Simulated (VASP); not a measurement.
# InSbN2: structure and properties in VASP, part 5 of 5

Aim: relax InSbN2, then compute properties on the relaxed cell. The cell is invented: it takes the structure of a Materials Project entry for InGaN2 (space group 156 there), with some of its atoms replaced by other elements, volume scaled by an estimate. It may not be a known or stable phase.

VASP 6.6.1; LDA; plane waves and PAW (Sb, In_d, N); invented cell.

Still holding for the runs below: The k-mesh is coarse for a metal.

So far. Step 10 (Volume scan with LDA, volume scale 0.98): The run ends at a pressure of 2.62 GPa, with forces up to 0.11 eV/Å.

**11. Volume scan with LDA, volume scale 1**

File INCAR:

```
SYSTEM = InSbN2
PREC = Accurate
ENCUT = 520
EDIFF = 1E-06
NELM = 100
ISMEAR = 0
SIGMA = 0.05
LREAL = .FALSE.
ALGO = Normal
GGA = CA
NBANDS = 20
LORBIT = 11
LWAVE = .FALSE.
LCHARG = .FALSE.
KPAR = 2
ISIF = 2
```

File POSCAR:

```
InSbN2
1.0
    3.7922565439      0.0000000000      0.0000000000
   -1.8961282720      3.2841894954      0.0000000000
    0.0000000000      0.0000000000      5.1914643668
Sb In N
1 1 2
Direct
    0.6666666700      0.3333333300      0.5280245363
    0.0000000000      0.0000000000      0.0132476140
    0.6666666700      0.3333333300      0.1205562738
    0.0000000000      0.0000000000      0.5797705760
```

File KPOINTS:

```
Automatic mesh
0
Gamma
6 6 4
0 0 0
```

PAW data sets: Sb, In_d and N (LDA family, release 64).

Run with:

```console
mpirun -np 2 vasp_std
```

Log:

```text
[... set-up lines as in an earlier step ...]
 entering main loop
       N       E                     dE             d eps       ncg     rms          rms(c)
[... 1 cycle as in an earlier step ...]
DAV:   2     0.254224758764E+01   -0.24226E+03   -0.23170E+03  1068   0.382E+02
DAV:   3    -0.271368379447E+02   -0.29679E+02   -0.28526E+02  1208   0.130E+02
DAV:   4    -0.285726697403E+02   -0.14358E+01   -0.14152E+01  1180   0.280E+01
[... 1 cycle as in an earlier step ...]
DAV:   6    -0.247805218075E+02    0.38366E+01   -0.23653E+01  1444   0.474E+01    0.870E+00
DAV:   7    -0.246022049553E+02    0.17832E+00   -0.18531E+00  1092   0.123E+01    0.296E+00
DAV:   8    -0.245628748607E+02    0.39330E-01   -0.32709E-01  1232   0.410E+00    0.924E-01
DAV:   9    -0.245459074187E+02    0.16967E-01   -0.38814E-02  1496   0.236E+00    0.379E-01
[...]
DAV:  13    -0.245446381650E+02    0.20973E-04   -0.87563E-05  1276   0.916E-02    0.129E-02
DAV:  14    -0.245446368598E+02    0.13052E-05   -0.24404E-05  1356   0.382E-02    0.103E-02
DAV:  15    -0.245446367851E+02    0.74707E-07   -0.92136E-07   692   0.851E-03
   1 F= -.24544637E+02 E0= -.24544185E+02  d E =-.903408E-03
```

Run time: 21 s. Hardware: 2 MPI ranks of Intel Xeon Platinum 8375C at 2.90GHz (Ice Lake), shared host; peak memory 0.33 GiB.

From OUTCAR (step 11):

```text
  Total        0.0050505      0.0050505     -0.0009645     -0.0000000      0.0000000      0.0000000
  in kB        0.1251501      0.1251501     -0.0238995     -0.0000000      0.0000000      0.0000000
  external PRESSURE =       0.0754669 kB  Pullay stress =       0.0000000 kB

 POSITION                                       TOTAL-FORCE (eV/Angst)
 -----------------------------------------------------------------------------------
      1.89613      1.09473      2.74122         0.000000     -0.000000     -0.001898
      0.00000      0.00000      0.06877         0.000000     -0.000000      0.003762
      1.89613      1.09473      0.62586        -0.000000     -0.000000     -0.006422
      0.00000      0.00000      3.00986         0.000000      0.000000      0.004559
 -----------------------------------------------------------------------------------
    total drift:                               -0.000014      0.000025      0.000516

  FREE ENERGIE OF THE ION-ELECTRON SYSTEM (eV)
  ---------------------------------------------------
  free  energy   TOTEN  =       -24.5446367851 eV

  energy  without entropy=      -24.5437333771  energy(sigma->0) =      -24.54418508

[... 2 parts as in an earlier step ...]

[... 1 further part left out ...]
[key lines of the parts left out:]
E-fermi :   8.2333
```

The pressure falls from 2.62 to 0.01 GPa.

The run ends at a pressure of 0.01 GPa, with forces up to 0.0064 eV/Å.

**12. Volume scan with LDA, volume scale 1.02**

INCAR is that of step 11.

File POSCAR:

```
InSbN2
1.0
    3.8173715576      0.0000000000      0.0000000000
   -1.9086857788      3.3059397286      0.0000000000
    0.0000000000      0.0000000000      5.2258459275
Sb In N
1 1 2
Direct
    0.6666666700      0.3333333300      0.5280245363
    0.0000000000      0.0000000000      0.0132476140
    0.6666666700      0.3333333300      0.1205562738
    0.0000000000      0.0000000000      0.5797705760
```

KPOINTS is that of step 11.

Run with:

```console
mpirun -np 2 vasp_std
```

Log:

```text
[... set-up lines as in an earlier step ...]
 entering main loop
       N       E                     dE             d eps       ncg     rms          rms(c)
DAV:   1     0.236448947498E+03    0.23645E+03   -0.12640E+04   960   0.153E+03
DAV:   2     0.198574584086E+01   -0.23446E+03   -0.22457E+03  1100   0.379E+02
DAV:   3    -0.272461960200E+02   -0.29232E+02   -0.28430E+02  1208   0.128E+02
DAV:   4    -0.285143052503E+02   -0.12681E+01   -0.12547E+01  1132   0.280E+01
[...]
DAV:  13    -0.245359004574E+02    0.20948E-04   -0.90595E-05  1272   0.960E-02    0.124E-02
DAV:  14    -0.245358996310E+02    0.82640E-06   -0.20592E-05  1312   0.333E-02    0.104E-02
DAV:  15    -0.245358996327E+02   -0.17003E-08   -0.63912E-07   620   0.655E-03
   1 F= -.24535900E+02 E0= -.24535448E+02  d E =-.903407E-03
```

Run time: 20 s. Hardware: 2 MPI ranks; peak memory 0.32 GiB.

From OUTCAR (step 12):

```text
  Total       -0.9552569     -0.9552563     -0.9750482      0.0000000      0.0000000      0.0000000
  in kB      -23.2067756    -23.2067614    -23.6875797      0.0000000      0.0000000      0.0000000
  external PRESSURE =     -23.3670389 kB  Pullay stress =       0.0000000 kB

 POSITION                                       TOTAL-FORCE (eV/Angst)
 -----------------------------------------------------------------------------------
      1.90869      1.10198      2.75937         0.000000      0.000000     -0.107795
      0.00000      0.00000      0.06923        -0.000000      0.000000     -0.007357
      1.90869      1.10198      0.63001        -0.000000      0.000000      0.050440
      0.00000      0.00000      3.02979         0.000000     -0.000000      0.064712
 -----------------------------------------------------------------------------------
    total drift:                               -0.000014      0.000024      0.000213

  FREE ENERGIE OF THE ION-ELECTRON SYSTEM (eV)
  ---------------------------------------------------
  free  energy   TOTEN  =       -24.5358996327 eV

  energy  without entropy=      -24.5349962254  energy(sigma->0) =      -24.53544793

[... 1 part as in an earlier step ...]

[... 2 further parts left out ...]
[key lines of the parts left out:]
E-fermi :   7.9306
```

The pressure falls from 0.01 to -2.34 GPa.

The run ends at a pressure of -2.34 GPa, with forces up to 0.11 eV/Å.

**13. Volume scan with LDA, volume scale 1.04**

INCAR is that of step 12.

File POSCAR:

```
InSbN2
1.0
    3.8421603792      0.0000000000      0.0000000000
   -1.9210801896      3.3274074712      0.0000000000
    0.0000000000      0.0000000000      5.2597809428
Sb In N
1 1 2
Direct
    0.6666666700      0.3333333300      0.5280245363
    0.0000000000      0.0000000000      0.0132476140
    0.6666666700      0.3333333300      0.1205562738
    0.0000000000      0.0000000000      0.5797705760
```

KPOINTS is that of step 12.

Run with:

```console
mpirun -np 2 vasp_std
```

Log:

```text
[... set-up lines as in an earlier step ...]
 entering main loop
       N       E                     dE             d eps       ncg     rms          rms(c)
DAV:   1     0.242617365811E+03    0.24262E+03   -0.12655E+04   960   0.151E+03
DAV:   2     0.364678805834E+01   -0.23897E+03   -0.22982E+03  1092   0.382E+02
DAV:   3    -0.269903437269E+02   -0.30637E+02   -0.29547E+02  1228   0.130E+02
DAV:   4    -0.284272304548E+02   -0.14369E+01   -0.14177E+01  1112   0.292E+01
[...]
DAV:  13    -0.245091374472E+02    0.19327E-04   -0.10338E-04  1252   0.101E-01    0.881E-03
DAV:  14    -0.245091376601E+02   -0.21289E-06   -0.13697E-05  1268   0.247E-02    0.974E-03
DAV:  15    -0.245091377014E+02   -0.41267E-07   -0.51045E-07   600   0.593E-03
   1 F= -.24509138E+02 E0= -.24508686E+02  d E =-.903407E-03
```

Run time: 19 s. Hardware: 2 MPI ranks; peak memory 0.33 GiB.

OUTCAR, selected parts (step 13):

```text
  Total       -1.8549137     -1.8549126     -1.8827911      0.0000000      0.0000000      0.0000000
  in kB      -44.1962241    -44.1961970    -44.8604454      0.0000000      0.0000000      0.0000000
  external PRESSURE =     -44.4176222 kB  Pullay stress =       0.0000000 kB

 POSITION                                       TOTAL-FORCE (eV/Angst)
 -----------------------------------------------------------------------------------
      1.92108      1.10914      2.77729        -0.000000      0.000000     -0.206534
      0.00000      0.00000      0.06968         0.000000      0.000000     -0.017712
      1.92108      1.10914      0.63410         0.000000      0.000000      0.104009
      0.00000      0.00000      3.04947        -0.000000      0.000000      0.120237
 -----------------------------------------------------------------------------------
    total drift:                               -0.000014      0.000024     -0.000287

  FREE ENERGIE OF THE ION-ELECTRON SYSTEM (eV)
  ---------------------------------------------------
  free  energy   TOTEN  =       -24.5091377014 eV

  energy  without entropy=      -24.5082342946  energy(sigma->0) =      -24.50868600

[... 1 part as in an earlier step ...]

[... 2 further parts left out ...]
[key lines of the parts left out:]
E-fermi :   7.6384
```

The pressure falls from -2.34 to -4.44 GPa.

The run ends at a pressure of -4.44 GPa, with forces up to 0.21 eV/Å.

**14. Volume scan with LDA, volume scale 1.06**

A prediction first. A parabola through the 6 pressures of evenly scaled cells so far, P = 0.00 -124.1 t +282 t² GPa with t = ln(V/V₁) and V₁ the volume at scale 1, gives -6.27 GPa at t = +0.0583.

INCAR is that of step 13.

File POSCAR:

```
InSbN2
1.0
    3.8666333981      0.0000000000      0.0000000000
   -1.9333166991      3.3486017208      0.0000000000
    0.0000000000      0.0000000000      5.2932836355
Sb In N
1 1 2
Direct
    0.6666666700      0.3333333300      0.5280245363
    0.0000000000      0.0000000000      0.0132476140
    0.6666666700      0.3333333300      0.1205562738
    0.0000000000      0.0000000000      0.5797705760
```

KPOINTS is that of step 13.

Run with:

```console
mpirun -np 2 vasp_std
```

Log:

```text
[... set-up lines as in an earlier step ...]
 entering main loop
       N       E                     dE             d eps       ncg     rms          rms(c)
DAV:   1     0.244197374776E+03    0.24420E+03   -0.12762E+04   968   0.153E+03
DAV:   2     0.316307629697E+01   -0.24103E+03   -0.23107E+03  1112   0.390E+02
DAV:   3    -0.268141173248E+02   -0.29977E+02   -0.28917E+02  1228   0.129E+02
DAV:   4    -0.283510642895E+02   -0.15369E+01   -0.14695E+01  1132   0.286E+01
[...]
DAV:  13    -0.244663365809E+02    0.20083E-04   -0.11109E-04  1264   0.104E-01    0.879E-03
DAV:  14    -0.244663368765E+02   -0.29553E-06   -0.13480E-05  1248   0.241E-02    0.100E-02
DAV:  15    -0.244663368984E+02   -0.21950E-07   -0.46627E-07   608   0.594E-03
   1 F= -.24466337E+02 E0= -.24465885E+02  d E =-.903406E-03
```

The job ended after 19 s (2 MPI ranks; peak memory 0.33 GiB).

From OUTCAR (step 14):

```text
  Total       -2.6991333     -2.6991317     -2.7284448      0.0000000      0.0000000      0.0000000
  in kB      -63.0976609    -63.0976221    -63.7828761      0.0000000      0.0000000      0.0000000
  external PRESSURE =     -63.3260530 kB  Pullay stress =       0.0000000 kB

 POSITION                                       TOTAL-FORCE (eV/Angst)
 -----------------------------------------------------------------------------------
      1.93332      1.11620      2.79498         0.000000      0.000000     -0.298612
      0.00000      0.00000      0.07012         0.000000      0.000000     -0.027073
      1.93332      1.11620      0.63814         0.000000      0.000000      0.154369
      0.00000      0.00000      3.06889        -0.000000      0.000000      0.171316
 -----------------------------------------------------------------------------------
    total drift:                               -0.000015      0.000024     -0.000172

  FREE ENERGIE OF THE ION-ELECTRON SYSTEM (eV)
  ---------------------------------------------------
  free  energy   TOTEN  =       -24.4663368984 eV

  energy  without entropy=      -24.4654334919  energy(sigma->0) =      -24.46588520

[... 1 part as in an earlier step ...]

[... 2 further parts left out ...]
[key lines of the parts left out:]
E-fermi :   7.3559
```

The pressure falls from -4.44 to -6.33 GPa. The parabola predicted -6.27 GPa, +0.06 GPa off.

**15. The series together**

Times are for 2 MPI ranks of Intel Xeon Platinum 8375C at 2.90GHz (Ice Lake), shared host. The series side by side:

```
no.  volume scale  energy above the lowest point (meV/atom)  pressure (GPa)  time  memory (GiB)
  1          0.94                                     25.74           8.769  21 s          0.33
  2          0.96                                     11.17           5.523  25 s          0.32
  3          0.98                                       2.8           2.618  19 s          0.32
  4             1                                         0        0.007547  21 s          0.33
  5          1.02                                      2.18          -2.337  20 s          0.32
  6          1.04                                      8.87          -4.442  19 s          0.33
  7          1.06                                     19.57          -6.333  19 s          0.33
```

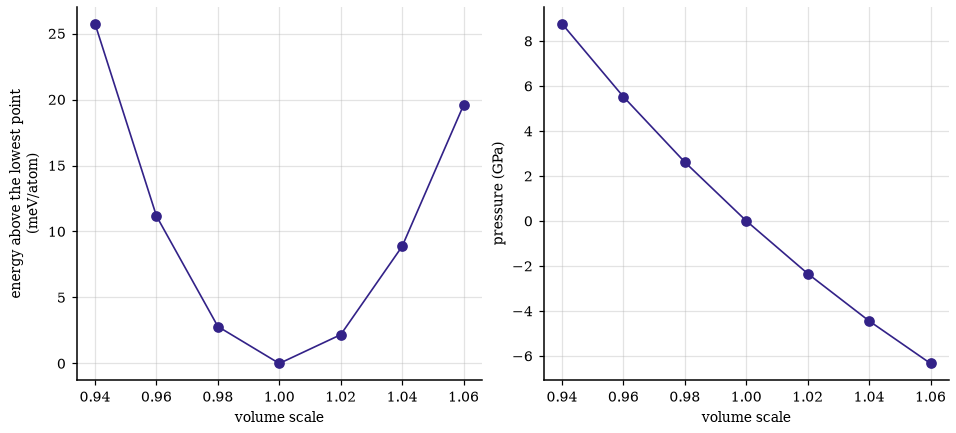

The series as plots.

**16. Fit for LDA**

This step: Birch-Murnaghan fit, LDA; plane waves and PAW; invented cell (VASP 6.6.1).

Derived from the runs above.

This step gave:

- pressure derivative of the bulk modulus: 4.389
- r.m.s. error of the fit: 3.40e-6 eV/atom
- minimum inside the sampled range: yes
- bulk modulus: 123.2 GPa
- equilibrium volume of the fit: 16.18 Å³/atom

The energy above the fitted minimum by volume:

```
volume (Å³/atom)  energy above the fitted minimum (eV/atom)
          15.194                                     0.0257
          15.518                                     0.0112
          15.841                                    0.00281
          16.164                                     6.4e-6
          16.488                                    0.00219
          16.811                                    0.00888
          17.134                                     0.0196
```

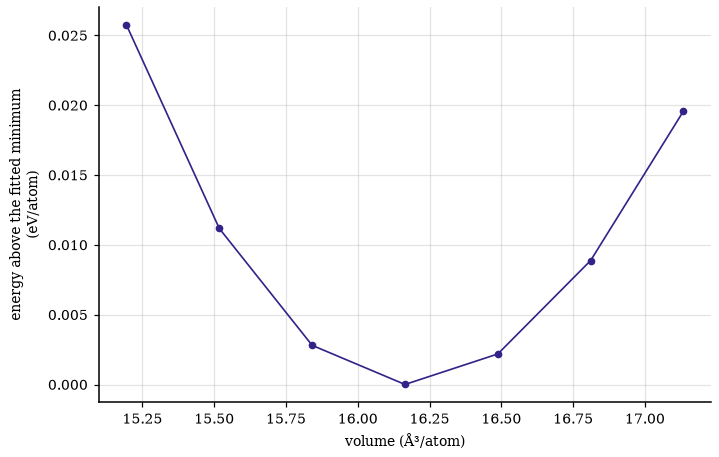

Energy above the fitted minimum against volume.

The fitted volume lies +0.09 % from the relaxed one. The atoms bear forces along the scan, since they were held; freeing them would lower the modulus.

**17. Summary of results**

```
relaxed volume                            : 16.16 Å³/atom
relaxed conventional cell a, b, c         : 3.792, 3.792, 5.191 Å; angles 90.0, 90.0, 120.0°
space group after relaxing, within 0.02 Å : P3m1 (No. 156)
band gap                                  : none, a metal
DOS at the Fermi level                    : 0.791 states/eV/cell
bulk modulus from the fit                 : 123 GPa
volume from the fit                       : 16.2 Å³/atom
```

With LDA, InSbN2 relaxes to 16.16 Å³/atom in space group P3m1 (held by the symmetry of the run), comes out as a metal and has a bulk modulus of 123 GPa at fixed shape and positions, an upper bound. Band structure (LDA): Of the bands kept, 2 cross the Fermi level on this path. Spin-orbit coupling is left out, and with elements this heavy it would split and shift bands near the Fermi level. The k-sampling is coarse for a metal, so the Fermi level, pressures and the shape of the cell carry errors. No search among competing phases was made. All values are for a static lattice at zero temperature.

[Lines on the potential files, build, host, timing and source positions are cut from VASP's logs without a mark.]

[Logs are printed without paths, hosts, clocks, repeated set-up lines and the standing remarks that a program may print on its own settings, such as how far it seeks lower states.]

[Hosts, paths, dates, database ids (printed as entryN), source tags and the programs' standing remarks are cut or masked in the printed files.]

[A measured line is paired with the nearest computed mode of its activity, which favours agreement.]
